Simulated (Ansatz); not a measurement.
The reference is ZnS in the zinc blende structure (space group F-43m, No. 216; a = 5.2968 Å).

Modification: a negative pressure, −2 GPa.

Computed with LDA (Ansatz, an electronic-structure program; PAW; 420 eV plane waves; no spin-orbit coupling).

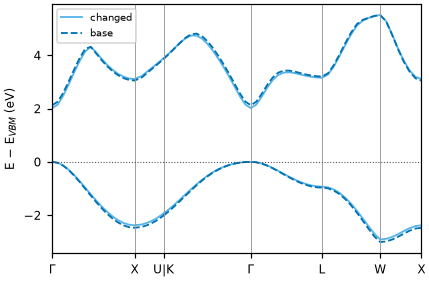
*Highest valence and lowest conduction band along the path, each from its own valence-band maximum*

Q: Read the changed gap and its character from the plot.

A: About 2.0 eV, direct at Γ.

Load acts through the strain it causes; cell and atoms are relaxed under it. Whether these cells are dynamically stable was not tested.
